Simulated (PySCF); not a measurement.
# One shape, several levels: C4H9N (SMILES C/C=N\CC)

Aim: a comparison of 6 runs (HF/3-21G, HF/def2-SVP, B3LYP/6-31G*, PBE0/def2-TZVP, MP2/cc-pVDZ) of C4H9N. Input form: a Python script.

The calculation is run with PySCF 2.14.0.

## Step 1: The molecule

C4H9N has 14 atoms, charge 0, and is taken as a singlet. As SMILES, `C/C=N\CC`. The coordinates come from a GFN2-xTB relaxation. This is one conformer, not always the lowest.

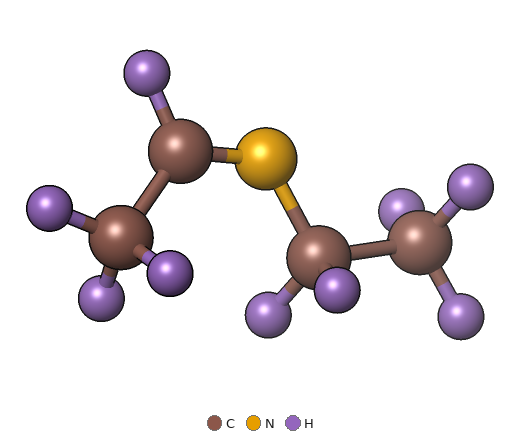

Viewed from a chosen angle; carbon brown, nitrogen amber, hydrogen purple.

## Step 2: Energy and forces at HF/3-21G (run 1)

Contents of run.py:

```python
# C/C=N\CC
import pyscf.grad
from pyscf import gto

system = gto.M(
    atom='''
C     -3.408480     1.764683     1.305952
C     -0.989064     2.718862     0.176444
N      0.882521     1.433168    -0.513533
C      0.902099    -1.275168    -0.275617
C      3.407195    -2.301819    -1.254665
H     -3.006819     0.727337     3.042138
H     -4.698747     3.304356     1.720237
H     -4.314679     0.448829     0.003231
H     -0.817155     4.746690    -0.074871
H     -0.669568    -2.104966    -1.349756
H      0.639313    -1.826553     1.709862
H      3.455308    -4.350452    -1.093906
H      4.960361    -1.507170    -0.171379
H      3.657697    -1.777817    -3.224118
''',
    max_memory=1860,
    verbose=3,
    spin=0,
    unit='bohr',
    basis='3-21g',
    charge=0,
)

mf = system.RHF()
mf.conv_tol = 1e-10
mf.kernel()
if not mf.converged:
    mf = mf.newton().run(mf.mo_coeff, mf.mo_occ)

energy = mf.e_tot
print('E = %.10f Eh' % energy)
grad = mf.Gradients().kernel()
dip = mf.dip_moment()
pop, q = mf.mulliken_pop()
```

The run is started by

```sh
$ OMP_NUM_THREADS=1 python run.py
```

Log:

```text
converged SCF energy = -209.955024678093
E = -209.9550246781 Eh
--------------- RHF gradients ---------------
         x                y                z
0 C     0.0034359132     0.0064617059    -0.0020833807
1 C    -0.0094668031    -0.0163196348     0.0051307065
2 N     0.0016013075    -0.0196838381     0.0010551071
3 C     0.0080433065     0.0244391342    -0.0056592010
4 C    -0.0046795095     0.0039778300     0.0014810555
5 H     0.0033754192    -0.0021528766     0.0016687113
6 H    -0.0019812282     0.0032932251     0.0005538642
7 H     0.0013887834    -0.0024892091    -0.0031719051
8 H     0.0032770942     0.0052599106    -0.0016445659
9 H    -0.0056306069    -0.0015790219    -0.0045367528
10 H    -0.0006008399    -0.0005102165     0.0075976854
11 H    -0.0012189612    -0.0021929509     0.0006782704
12 H     0.0021983072     0.0009907691     0.0017897903
13 H     0.0002578178     0.0005051730    -0.0028593852
----------------------------------------------
Dipole moment(X, Y, Z, Debye): -1.85217, -0.71796,  0.86508
 ** Mulliken pop  **
pop of  0 C 1s            1.98845
pop of  0 C 2s            0.35288
pop of  0 C 3s            1.14973
pop of  0 C 2px           0.54692
pop of  0 C 2py           0.55356
pop of  0 C 2pz           0.54573
pop of  0 C 3px           0.44280
pop of  0 C 3py           0.55719
pop of  0 C 3pz           0.55052
pop of  1 C 1s            1.98723
pop of  1 C 2s            0.40755
pop of  1 C 3s            0.76258
pop of  1 C 2px           0.57147
pop of  1 C 2py           0.59371
pop of  1 C 2pz           0.42125
pop of  1 C 3px           0.24138
pop of  1 C 3py           0.40990
pop of  1 C 3pz           0.48326
pop of  2 N 1s            1.98969
pop of  2 N 2s            0.38644
pop of  2 N 3s            1.40492
pop of  2 N 2px           0.68498
pop of  2 N 2py           0.58794
pop of  2 N 2pz           0.49555
pop of  2 N 3px           0.77120
pop of  2 N 3py           0.56903
pop of  2 N 3pz           0.68041
pop of  3 C 1s            1.98872
pop of  3 C 2s            0.35723
pop of  3 C 3s            1.03726
pop of  3 C 2px           0.55574
pop of  3 C 2py           0.49145
pop of  3 C 2pz           0.55341
pop of  3 C 3px           0.46254
pop of  3 C 3py           0.24217
pop of  3 C 3pz           0.54543
pop of  4 C 1s            1.98837
pop of  4 C 2s            0.35592
pop of  4 C 3s            1.11524
pop of  4 C 2px           0.53460
pop of  4 C 2py           0.54670
pop of  4 C 2pz           0.54906
pop of  4 C 3px           0.41261
pop of  4 C 3py           0.50834
pop of  4 C 3pz           0.55008
pop of  5 H 1s            0.46200
pop of  5 H 2s            0.30798
pop of  6 H 1s            0.46927
pop of  6 H 2s            0.31142
pop of  7 H 1s            0.46214
pop of  7 H 2s            0.30779
pop of  8 H 1s            0.48130
pop of  8 H 2s            0.29143
pop of  9 H 1s            0.47092
pop of  9 H 2s            0.32122
pop of  10 H 1s           0.47078
pop of  10 H 2s           0.32157
pop of  11 H 1s           0.47325
pop of  11 H 2s           0.34352
pop of  12 H 1s           0.46975
pop of  12 H 2s           0.31748
pop of  13 H 1s           0.46978
pop of  13 H 2s           0.31722
 ** Mulliken atomic charges  **
charge of    0C =     -0.68780
charge of    1C =      0.12166
charge of    2N =     -0.57016
charge of    3C =     -0.23394
charge of    4C =     -0.56093
charge of    5H =      0.23003
charge of    6H =      0.21930
charge of    7H =      0.23006
charge of    8H =      0.22727
charge of    9H =      0.20786
charge of   10H =      0.20765
charge of   11H =      0.18323
charge of   12H =      0.21277
charge of   13H =      0.21300
```

It took 6.6 s on 1 thread of Intel Xeon at 2.50GHz (Skylake/Cascade Lake), shared host; peak memory 0.13 GiB.

## Step 3: Energy and gradient at HF/def2-SVP (run 2)

Contents of run.py:

```python
import pyscf.grad
from pyscf import gto, scf

mol = gto.M(
    atom='''
C     -1.803690     0.933830     0.691080
C     -0.523390     1.438760     0.093370
N      0.467010     0.758400    -0.271750
C      0.477370    -0.674790    -0.145850
C      1.803010    -1.218070    -0.663940
H     -1.591140     0.384890     1.609830
H     -2.486470     1.748590     0.910310
H     -2.283230     0.237510     0.001710
H     -0.432420     2.511840    -0.039620
H     -0.354320    -1.113900    -0.714260
H      0.338310    -0.966570     0.904820
H      1.828470    -2.302160    -0.578870
H      2.624910    -0.797560    -0.090690
H      1.935570    -0.940780    -1.706130
''',
    verbose=3,
    max_memory=1860,
    basis='def2-svp',
    charge=0,
)

hf = scf.RHF(mol)
hf.conv_tol = 1e-10
hf.kernel()
if not hf.converged:
    hf = hf.newton().run(hf.mo_coeff, hf.mo_occ)

etot = hf.e_tot
print('Final energy', etot)
grad = hf.Gradients().kernel()
hf.analyze()
```

The run is started by

```sh
$ OMP_NUM_THREADS=1 python run.py
```

Log:

```text
converged SCF energy = -210.982431039614
[... 14 lines left out ...]
MO #5   energy= -11.2092526558055  occ= 2
[... 9 lines left out ...]
MO #15  energy= -0.55198857354373  occ= 2
[... 9 lines left out ...]
MO #25  energy= 0.226505197961366  occ= 0
[... 9 lines left out ...]
MO #35  energy= 0.568687272787376  occ= 0
[... 9 lines left out ...]
MO #45  energy= 0.854585443833389  occ= 0
[... 9 lines left out ...]
MO #55  energy= 0.96653125703421   occ= 0
[... 9 lines left out ...]
MO #65  energy= 1.52178818062961   occ= 0
[... 9 lines left out ...]
MO #75  energy= 1.99522353602443   occ= 0
[... 9 lines left out ...]
MO #85  energy= 2.20092144563334   occ= 0
[... 9 lines left out ...]
MO #95  energy= 2.71038738419921   occ= 0
[... 9 lines left out ...]
MO #105 energy= 3.13889095304094   occ= 0
[... 9 lines left out ...]
MO #115 energy= 3.74616485308447   occ= 0
[... 15 lines left out ...]
Dipole moment(X, Y, Z, Debye): -1.91456, -0.52027,  0.87348
```

It took 36 s on 1 thread of Intel Xeon at 2.50GHz (Skylake/Cascade Lake), shared host; peak memory 0.28 GiB.

Runs 3 to 4 aren't shown in full; the table further down has their settings and results.

## Step 4: Energy and forces at PBE0/def2-TZVP (run 5)

Contents of job.py:

```python
import pyscf.grad
from pyscf import gto, dft

molecule = gto.Mole()
molecule.atom = [
    ('C', (-1.803690, 0.933830, 0.691080)),
    ('C', (-0.523390, 1.438760, 0.093370)),
    ('N', (0.467010, 0.758400, -0.271750)),
    ('C', (0.477370, -0.674790, -0.145850)),
    ('C', (1.803010, -1.218070, -0.663940)),
    ('H', (-1.591140, 0.384890, 1.609830)),
    ('H', (-2.486470, 1.748590, 0.910310)),
    ('H', (-2.283230, 0.237510, 0.001710)),
    ('H', (-0.432420, 2.511840, -0.039620)),
    ('H', (-0.354320, -1.113900, -0.714260)),
    ('H', (0.338310, -0.966570, 0.904820)),
    ('H', (1.828470, -2.302160, -0.578870)),
    ('H', (2.624910, -0.797560, -0.090690)),
    ('H', (1.935570, -0.940780, -1.706130)),
]
molecule.basis = 'def2-tzvp'
molecule.verbose = 3
molecule.max_memory = 1860
molecule.charge = 0
molecule.build()

myscf = dft.RKS(molecule, xc='pbe0')
myscf.grids.level = 5
myscf.conv_tol = 1e-10
myscf.kernel()
if not myscf.converged:
    myscf = myscf.newton().run(myscf.mo_coeff, myscf.mo_occ)

e_final = myscf.e_tot
print('E(%s) = %.9f' % ('PBE0', e_final))
grad = myscf.Gradients().kernel()
dip = myscf.dip_moment()
pop, q = myscf.mulliken_pop()
```

The run is started by

```sh
$ OMP_NUM_THREADS=1 python job.py
```

Log:

```text
converged SCF energy = -212.38774736287
[... 9 lines left out ...]
Dipole moment(X, Y, Z, Debye): -1.76128, -0.50440,  0.80594
[... 185 lines left out ...]
pop of  9 H 2pz           0.00624
pop of  10 H 1s           0.27160
pop of  10 H 2s           0.48201
pop of  10 H 3s           0.12626
pop of  10 H 2px          0.00454
pop of  10 H 2py          0.00458
pop of  10 H 2pz          0.01176
pop of  11 H 1s           0.27299
pop of  11 H 2s           0.47993
pop of  11 H 3s           0.12018
pop of  11 H 2px          0.00446
pop of  11 H 2py          0.01217
pop of  11 H 2pz          0.00447
pop of  12 H 1s           0.27263
pop of  12 H 2s           0.47428
pop of  12 H 3s           0.11888
pop of  12 H 2px          0.00931
pop of  12 H 2py          0.00558
pop of  12 H 2pz          0.00642
pop of  13 H 1s           0.27267
pop of  13 H 2s           0.47418
pop of  13 H 3s           0.11879
pop of  13 H 2px          0.00464
pop of  13 H 2py          0.00493
pop of  13 H 2pz          0.01174
 ** Mulliken atomic charges  **
charge of    0C =     -0.34765
charge of    1C =     -0.08367
charge of    2N =     -0.19423
charge of    3C =     -0.12086
charge of    4C =     -0.30516
charge of    5H =      0.13491
charge of    6H =      0.13087
charge of    7H =      0.13483
charge of    8H =      0.12047
charge of    9H =      0.09949
charge of   10H =      0.09925
charge of   11H =      0.10580
charge of   12H =      0.11290
charge of   13H =      0.11305
```

Wall time 9.4 min (1 thread of Intel Xeon at 2.50GHz (Skylake/Cascade Lake), shared host); peak memory 1.8 GiB.

## Step 5: Energy and forces at MP2/cc-pVDZ (run 6)

Contents of input.py:

```python
# C/C=N\CC
from pyscf import gto, scf, mp

system = gto.M(
    atom=[
    ('C', (-1.803690, 0.933830, 0.691080)),
    ('C', (-0.523390, 1.438760, 0.093370)),
    ('N', (0.467010, 0.758400, -0.271750)),
    ('C', (0.477370, -0.674790, -0.145850)),
    ('C', (1.803010, -1.218070, -0.663940)),
    ('H', (-1.591140, 0.384890, 1.609830)),
    ('H', (-2.486470, 1.748590, 0.910310)),
    ('H', (-2.283230, 0.237510, 0.001710)),
    ('H', (-0.432420, 2.511840, -0.039620)),
    ('H', (-0.354320, -1.113900, -0.714260)),
    ('H', (0.338310, -0.966570, 0.904820)),
    ('H', (1.828470, -2.302160, -0.578870)),
    ('H', (2.624910, -0.797560, -0.090690)),
    ('H', (1.935570, -0.940780, -1.706130)),
],
    charge=0,
    verbose=4,
    basis='cc-pvdz',
    max_memory=1860,
)

myscf = scf.RHF(system)
myscf.conv_tol = 1e-10
myscf.kernel()
if not myscf.converged:
    myscf = myscf.newton().run(myscf.mo_coeff, myscf.mo_occ)

pt = mp.MP2(myscf, frozen=5).run()
e_tot = pt.e_tot
print('E = %.10f Eh' % e_tot)
grad = pt.nuc_grad_method().kernel()
myscf.analyze()
```

The run is started by

```sh
$ OMP_NUM_THREADS=1 python input.py
```

Log:

```text
PySCF version 2.14.0

[... 70 lines left out ...]
converged SCF energy = -211.152111065753
[... 30 lines left out ...]
MO #5   energy= -11.2097723415693  occ= 2
[... 10 lines left out ...]
MO #16  energy= -0.516941700604888 occ= 2
[... 10 lines left out ...]
MO #27  energy= 0.26949853974257   occ= 0
[... 10 lines left out ...]
MO #38  energy= 0.645178324447981  occ= 0
[... 10 lines left out ...]
MO #49  energy= 0.902804971234546  occ= 0
[... 10 lines left out ...]
MO #60  energy= 1.21704356316266   occ= 0
[... 10 lines left out ...]
MO #71  energy= 1.67378338092572   occ= 0
[... 10 lines left out ...]
MO #82  energy= 1.969641901885     occ= 0
[... 10 lines left out ...]
MO #93  energy= 2.26684713902344   occ= 0
[... 10 lines left out ...]
MO #104 energy= 2.76353703937658   occ= 0
[... 10 lines left out ...]
MO #115 energy= 3.37312752071463   occ= 0
[... 93 lines left out ...]
pop of  9 H 2s            0.00808
pop of  9 H 2px           0.00117
pop of  9 H 2py           0.00047
pop of  9 H 2pz           0.00063
pop of  10 H 1s           0.92483
pop of  10 H 2s           0.00806
pop of  10 H 2px          0.00009
pop of  10 H 2py          0.00029
pop of  10 H 2pz          0.00189
pop of  11 H 1s           0.91686
pop of  11 H 2s           0.00743
pop of  11 H 2px          0.00005
pop of  11 H 2py          0.00194
pop of  11 H 2pz          0.00004
pop of  12 H 1s           0.90524
pop of  12 H 2s           0.00896
pop of  12 H 2px          0.00117
pop of  12 H 2py          0.00034
pop of  12 H 2pz          0.00046
pop of  13 H 1s           0.90509
pop of  13 H 2s           0.00897
pop of  13 H 2px          0.00008
pop of  13 H 2py          0.00018
pop of  13 H 2pz          0.00172
 ** Mulliken atomic charges  **
charge of    0C =     -0.28204
charge of    1C =      0.09734
charge of    2N =     -0.31347
charge of    3C =     -0.01289
charge of    4C =     -0.23664
charge of    5H =      0.09936
charge of    6H =      0.09295
charge of    7H =      0.09937
charge of    8H =      0.08470
charge of    9H =      0.06501
charge of   10H =      0.06484
charge of   11H =      0.07369
charge of   12H =      0.08383
charge of   13H =      0.08397
Dipole moment(X, Y, Z, Debye): -1.82114, -0.42849,  0.82487
```

It took 79 s on 1 thread of Intel Xeon at 2.50GHz (Skylake/Cascade Lake), shared host; peak memory 0.92 GiB.

## Step 6: All runs side by side

```
run                               level  integration grid  Cartesian functions  energy (Eh)  dipole moment (D) of the reference  HOMO energy (eV)  LUMO energy (eV)  wall time
  1                            HF/3-21G                 –                   no  -209.955025                                2.17            -10.08              4.81      6.6 s
  2                         HF/def2-SVP                 –                   no  -210.982431                                2.17            -10.44              4.44       36 s
  3  B3LYP/6-31G* (spherical functions)                 5                   no  -212.570813                                1.88             -6.30              0.19       69 s
  4  B3LYP/6-31G* (Cartesian functions)                 5                  yes  -212.575158                                1.89             -6.31              0.19       88 s
  5                      PBE0/def2-TZVP                 5                   no  -212.387747                                2.00             -6.85              0.00    9.4 min
  6                         MP2/cc-pVDZ                 –                   no  -211.880600                                2.04            -10.37              4.54       79 s
```

## Step 7: What came out

| quantity | value |
| --- | --- |
| run 6: total energy | -211.88060 Eh |
| run 6: dipole moment (Hartree–Fock density) | 2.04 D |
| run 6: HOMO energy (Hartree–Fock orbitals) | -10.37 eV |
| run 6: LUMO energy (Hartree–Fock orbitals) | 4.54 eV |
| run 6: HOMO–LUMO gap (Hartree–Fock orbitals) | 14.91 eV |
| run 6: correlation energy (5 core orbitals frozen) | -728.5 mEh |
| run 6: largest force on an atom | 2.189 eV/Å |

Over runs 1, 2, 3, 4, 5 the dipole moment (its size) runs from 1.88 D (B3LYP/6-31G*) to 2.17 D (HF/def2-SVP). The two ends differ in method and basis. Over runs 1, 2, 3, 4, 5 the HOMO–LUMO gap runs from 6.49 eV (B3LYP/6-31G*) to 14.89 eV (HF/3-21G). Totals of different functionals can't be ranked against each other. All runs together took 14 min, the longest 9.4 min.
